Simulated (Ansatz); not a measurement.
## SiH3SO (charge +1): geometry relaxation (part 2 of 2)

SiH3SO, charge +1; RKS PBE-D4/def2-SVP (Ansatz 0.2.0). 

Geometry of the input (Å):
```
O  0.8760  0.7572  -0.0666
S  0.0076  -1.0123  -0.5881
Si -1.4764  -0.8196  0.0500
H  -1.8513  -2.0119  0.7240
H  1.7525  0.9084  -0.4537
H  0.3777  1.3934  0.4699
```

### Trajectory as extended XYZ, continued
```
6
Properties=species:S:1:pos:R:3:forces:R:3 step=7 energy=-20781.22859
O     1.1618    0.7966    0.1333   -0.0063   0.0802  -0.7046
S     0.0900   -1.0401   -0.3462   -0.0627  -0.1138  -0.0554
Si   -1.6363   -0.8402    0.7199   -0.1626   0.0861   0.1809
H    -2.0434   -2.2191    0.1407    0.2839   0.0963  -0.0804
H     1.6017    0.9805   -0.7497   -0.1537  -0.0893   0.6430
H     0.5122    1.5377    0.2374    0.1013  -0.0595   0.0164
6
Properties=species:S:1:pos:R:3:forces:R:3 step=8 energy=-20781.36760
O     1.1144    0.7620    0.1197   -0.0640  -0.2871  -0.2400
S    -0.0122   -1.0177   -0.3610   -0.4994   0.1069   0.3455
Si   -1.6832   -0.8072    0.8374    0.0297  -0.1520  -0.0434
H    -1.8689   -2.1839    0.0591    0.4344   0.2557  -0.1131
H     1.6188    0.9198   -0.7130    0.1832   0.0269   0.0337
H     0.5171    1.5422    0.1935   -0.0838   0.0497   0.0173
6
Properties=species:S:1:pos:R:3:forces:R:3 step=9 energy=-20781.56728
O     1.0860    0.7308    0.1015   -0.0520  -0.0779  -0.1451
S    -0.1153   -0.9844   -0.3396   -0.9134  -0.1651   0.5287
Si   -1.7417   -0.8039    0.9372    0.1352  -0.1782  -0.1225
H    -1.7038   -2.1333   -0.0241    0.6124   0.3841  -0.2061
H     1.6443    0.8720   -0.6962    0.1866   0.0415  -0.0227
H     0.5166    1.5341    0.1566    0.0312  -0.0045  -0.0324
6
Properties=species:S:1:pos:R:3:forces:R:3 step=10 energy=-20781.83276
O     1.0613    0.7121    0.0829    0.1535   0.2861  -0.1003
S    -0.2247   -0.9494   -0.2963   -1.2250  -0.6710   0.4959
Si   -1.8119   -0.8358    1.0382    0.2480  -0.1179  -0.1769
H    -1.5440   -2.0674   -0.1163    0.6295   0.4597  -0.2240
H     1.6789    0.8162   -0.6781    0.0415   0.0446   0.0837
H     0.5265    1.5396    0.1050    0.1525  -0.0015  -0.0784
6
Properties=species:S:1:pos:R:3:forces:R:3 step=11 energy=-20782.01020
O     1.0381    0.7008    0.0565    0.3609   0.4961  -0.0262
S    -0.3420   -1.0002   -0.2496    0.1789   0.2248   0.0294
Si   -1.8684   -0.8558    1.1086   -0.0983   0.1287   0.2960
H    -1.3899   -1.9758   -0.1917   -0.5912  -0.9281  -0.3199
H     1.7016    0.7949   -0.6648   -0.0472   0.0550   0.1393
H     0.5467    1.5514    0.0765    0.1969   0.0235  -0.1185
6
Properties=species:S:1:pos:R:3:forces:R:3 step=12 energy=-20782.14257
O     1.0173    0.7706    0.0349    0.3299   0.6528  -0.0955
S    -0.4430   -0.9856   -0.2334   -0.4358  -0.4290  -0.0556
Si   -1.8817   -0.9528    1.2458    0.1623  -0.0574  -0.1168
H    -1.4431   -2.0642   -0.2935    0.0528   0.1490   0.0730
H     1.8041    0.7714   -0.5647   -0.3234  -0.0156   0.2610
H     0.6326    1.6758   -0.0536    0.2142  -0.2996  -0.0661
6
Properties=species:S:1:pos:R:3:forces:R:3 step=13 energy=-20782.18165
O     1.0041    0.8592    0.0340    0.7051   0.5891  -0.5825
S    -0.5376   -1.0331   -0.2527   -0.0895  -0.0028  -0.0824
Si   -1.8470   -1.0699    1.3368    0.1114   0.0763   0.0438
H    -1.5211   -2.0807   -0.3414    0.0357  -0.0332  -0.0431
H     1.8903    0.7613   -0.4358   -1.1024   0.1729   0.5756
H     0.6973    1.7784   -0.2052    0.3398  -0.8023   0.0886
6
Properties=species:S:1:pos:R:3:forces:R:3 step=14 energy=-20782.22124
O     0.9623    0.8720    0.0754    0.3610   0.6003  -0.5374
S    -0.5443   -0.9871   -0.3077   -0.2777  -0.1157   0.1054
Si   -1.7459   -1.0737    1.3722    0.2090   0.0572  -0.1339
H    -1.5242   -2.0487   -0.3635    0.0461   0.0233  -0.0290
H     1.8516    0.6979   -0.3388   -0.6425   0.2043   0.3406
H     0.6866    1.7549   -0.3021    0.3042  -0.7694   0.2542
6
Properties=species:S:1:pos:R:3:forces:R:3 step=15 energy=-20782.28692
O     0.9102    0.8945    0.0685   -0.0341  -0.1145   0.0784
S    -0.6230   -0.9908   -0.3800   -0.0914  -0.2053  -0.2249
Si   -1.5662   -1.0504    1.4425    0.0417   0.0683   0.1136
H    -1.5817   -2.0504   -0.4299    0.0602   0.0906   0.0273
H     1.8501    0.7012   -0.1388   -0.1303   0.1555   0.0214
H     0.6967    1.7113   -0.4268    0.1539   0.0054  -0.0157
6
Properties=species:S:1:pos:R:3:forces:R:3 step=16 energy=-20782.32663
O     0.8761    0.9051    0.0589   -0.0369  -0.2252   0.1366
S    -0.6744   -1.0188   -0.4335   -0.2184  -0.2715  -0.0714
Si   -1.4594   -1.0224    1.4757    0.1575   0.1480  -0.0561
H    -1.6262   -2.0732   -0.4602    0.1086   0.1203   0.0049
H     1.8335    0.7166   -0.0284   -0.0453   0.0794   0.0258
H     0.7365    1.7080   -0.4771    0.0346   0.1490  -0.0398
6
Properties=species:S:1:pos:R:3:forces:R:3 step=17 energy=-20782.40569
O     0.8291    0.8890    0.0494    0.7481  -0.1700   0.0767
S    -0.7365   -1.0805   -0.5313   -0.5031  -0.3485   0.6086
Si   -1.2971   -0.9159    1.4931    0.4739   0.2805  -0.7601
H    -1.6822   -2.1212   -0.4868    0.1377   0.1152  -0.0898
H     1.8122    0.7349    0.0942   -0.7693   0.1108   0.0352
H     0.7606    1.7090   -0.4831   -0.0873   0.0119   0.1294
6
Properties=species:S:1:pos:R:3:forces:R:3 step=18 energy=-20782.57025
O     0.8038    0.8592    0.0589    0.6704  -0.1148   0.1543
S    -0.7725   -1.1452   -0.5898   -0.3900  -0.2272   0.5879
Si   -1.1586   -0.7820    1.4589    0.6032   0.3915  -0.9008
H    -1.7157   -2.1584   -0.5015   -0.0017  -0.0440  -0.0939
H     1.7860    0.7407    0.1495   -0.6514  -0.0200   0.0883
H     0.7430    1.7010   -0.4404   -0.2305   0.0144   0.1642
6
Properties=species:S:1:pos:R:3:forces:R:3 step=19 energy=-20782.80343
O     0.7905    0.8370    0.0834    0.2502  -0.0676   0.1892
S    -0.8038   -1.2031   -0.6323   -0.2921  -0.1816   0.4119
Si   -1.0287   -0.6515    1.4003    0.7056   0.4778  -0.9366
H    -1.7497   -2.1986   -0.5100   -0.0429  -0.0570  -0.0314
H     1.7661    0.7400    0.1887   -0.3272  -0.1152   0.1627
H     0.7116    1.6915   -0.3946   -0.2935  -0.0565   0.2042
6
Properties=species:S:1:pos:R:3:forces:R:3 step=20 energy=-20783.07926
O     0.7755    0.8192    0.1154   -0.0220  -0.0912   0.2456
S    -0.8297   -1.2547   -0.6717   -0.1981  -0.1411   0.2342
Si   -0.8994   -0.5297    1.3199    0.7402   0.4926  -0.9192
H    -1.7825   -2.2316   -0.5049   -0.0415  -0.0123   0.0537
H     1.7483    0.7332    0.2272   -0.1685  -0.1593   0.1971
H     0.6739    1.6789   -0.3503   -0.3101  -0.0888   0.1886
6
Properties=species:S:1:pos:R:3:forces:R:3 step=21 energy=-20783.34805
O     0.7669    0.8060    0.1421   -0.1734  -0.1308   0.2153
S    -0.8558   -1.3144   -0.7208   -0.1152  -0.0788   0.1344
Si   -0.7729   -0.4235    1.2099    0.5649   0.3170  -0.7508
H    -1.8244   -2.2602   -0.4743    0.0345   0.1036   0.1202
H     1.7367    0.7323    0.2758   -0.0593  -0.1535   0.1764
H     0.6356    1.6751   -0.2972   -0.2514  -0.0575   0.1045
6
Properties=species:S:1:pos:R:3:forces:R:3 step=22 energy=-20783.48190
O     0.7322    0.7772    0.1804    0.4311   0.3665  -0.1796
S    -0.8507   -1.3371   -0.7758   -0.1189  -0.1031   0.0502
Si   -0.6468   -0.3323    1.0926   -0.1646  -0.2648  -0.1260
H    -1.8308   -2.2366   -0.4198    0.1002   0.1686   0.0960
H     1.7050    0.7000    0.3203   -0.1024  -0.0961   0.1151
H     0.5772    1.6442   -0.2621   -0.1454  -0.0710   0.0443
6
Properties=species:S:1:pos:R:3:forces:R:3 step=23 energy=-20783.50248
O     0.7893    0.7734    0.1070   -0.1765  -0.3289   0.0249
S    -0.8771   -1.4398   -0.8431    0.6631   0.6255  -0.3145
Si   -0.5871   -0.4337    1.0003    0.0550   0.0598  -0.0944
H    -1.8909   -2.1368   -0.3266   -0.6969  -0.5775   0.3612
H     1.7057    0.7999    0.4581    0.0517   0.1876   0.0183
H     0.5461    1.6524   -0.2601    0.1037   0.0334   0.0045
6
Properties=species:S:1:pos:R:3:forces:R:3 step=24 energy=-20783.52033
O     0.8137    0.7564    0.1192   -0.1157  -0.0811   0.0374
S    -1.0005   -1.3170   -0.8950    0.0292  -0.0977   0.1762
Si   -0.5960   -0.4283    0.9888    0.1988  -0.0542  -0.0811
H    -1.8194   -2.2393   -0.2856   -0.0608   0.1362  -0.1026
H     1.7098    0.8362    0.5246   -0.1826   0.0979  -0.0312
H     0.5786    1.6073   -0.3165    0.1311  -0.0011   0.0014
6
Properties=species:S:1:pos:R:3:forces:R:3 step=25 energy=-20783.55847
O     0.8452    0.7483    0.1301    0.0485   0.1061   0.0001
S    -1.0314   -1.3146   -0.8593   -0.0012   0.0119  -0.0985
Si   -0.4196   -0.5043    1.0096   -0.1249  -0.2939   0.1304
H    -1.9416   -2.2213   -0.3558    0.1718   0.2660   0.1010
H     1.6571    0.9899    0.6412   -0.2189   0.0550  -0.1370
H     0.5763    1.5173   -0.4303    0.1248  -0.1450   0.0040
6
Properties=species:S:1:pos:R:3:forces:R:3 step=26 energy=-20783.60216
O     0.8466    0.7021    0.1449    0.2718   0.5442   0.3464
S    -1.0173   -1.2237   -0.8870   -0.2622  -0.2061   0.5736
Si   -0.3197   -0.6266    1.0530   -0.0350  -0.0873  -0.5648
H    -1.9406   -2.1048   -0.3408    0.2721   0.2709  -0.1893
H     1.5659    1.1069    0.7102   -0.5118  -0.1278  -0.5241
H     0.5512    1.3614   -0.5449    0.2651  -0.3939   0.3582
6
Properties=species:S:1:pos:R:3:forces:R:3 step=27 energy=-20783.66188
O     0.8337    0.7230    0.2335   -0.4738  -0.0934  -0.5002
S    -1.0813   -1.1401   -0.8818   -0.0881  -0.0559   0.1229
Si   -0.2303   -0.7223    1.0258    0.0509  -0.0124  -0.0152
H    -1.9409   -2.0715   -0.3494    0.1032   0.0896  -0.0534
H     1.4990    1.2437    0.7231    0.2156   0.1653   0.2167
H     0.6058    1.1825   -0.6158    0.1922  -0.0932   0.2292
6
Properties=species:S:1:pos:R:3:forces:R:3 step=28 energy=-20783.67002
O     0.8198    0.7293    0.2396   -0.0035   0.1787  -0.1853
S    -1.1299   -1.0988   -0.8797   -0.0564  -0.0754   0.2223
Si   -0.1754   -0.7670    1.0013   -0.0350   0.0118  -0.0814
H    -1.9380   -2.0676   -0.3333    0.1037   0.0744  -0.0898
H     1.4439    1.2907    0.7635   -0.1605  -0.1582  -0.1512
H     0.6657    1.1288   -0.6559    0.1518  -0.0313   0.2855
6
Properties=species:S:1:pos:R:3:forces:R:3 step=29 energy=-20783.67719
O     0.7901    0.7542    0.2335   -0.0061  -0.0680   0.0320
S    -1.2003   -1.0484   -0.8353   -0.0083   0.0016   0.0335
Si   -0.1377   -0.7985    0.9910   -0.0302   0.0884  -0.0734
H    -1.9238   -2.1026   -0.3476    0.0375  -0.0223   0.0031
H     1.3903    1.3076    0.7828    0.0124  -0.0252  -0.0269
H     0.7674    1.1030   -0.6889   -0.0054   0.0256   0.0316
6
Properties=species:S:1:pos:R:3:forces:R:3 step=30 energy=-20783.68048
O     0.7944    0.7539    0.2251    0.0181   0.0498  -0.0279
S    -1.2121   -1.0756   -0.8624   -0.0139  -0.0221   0.0174
Si   -0.1896   -0.7483    0.9685   -0.0179  -0.0506   0.0609
H    -1.8966   -2.1285   -0.3132    0.0139   0.0319  -0.0400
H     1.4294    1.2504    0.7897    0.0016   0.0056  -0.0242
H     0.7605    1.1634   -0.6722   -0.0018  -0.0146   0.0137
6
Properties=species:S:1:pos:R:3:forces:R:3 step=31 energy=-20783.68195
O     0.7865    0.7573    0.2339   -0.0012   0.0039  -0.0138
S    -1.1961   -1.0673   -0.8511    0.0039   0.0082  -0.0035
Si   -0.1937   -0.7492    0.9946    0.0077   0.0009   0.0016
H    -1.8967   -2.1251   -0.3392   -0.0064  -0.0057   0.0034
H     1.4465    1.2533    0.7687   -0.0047  -0.0012   0.0091
H     0.7396    1.1462   -0.6714    0.0007  -0.0061   0.0031
```

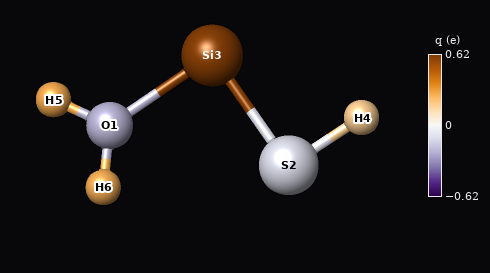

**Figure 1.** Mulliken charges, as the colour of each atom (ball-and-stick view, seen on its broad side; atoms are numbered from 1 in the order of the input). By element: O −0.21, S −0.09, Si +0.59 and H +0.17 to +0.27 e.
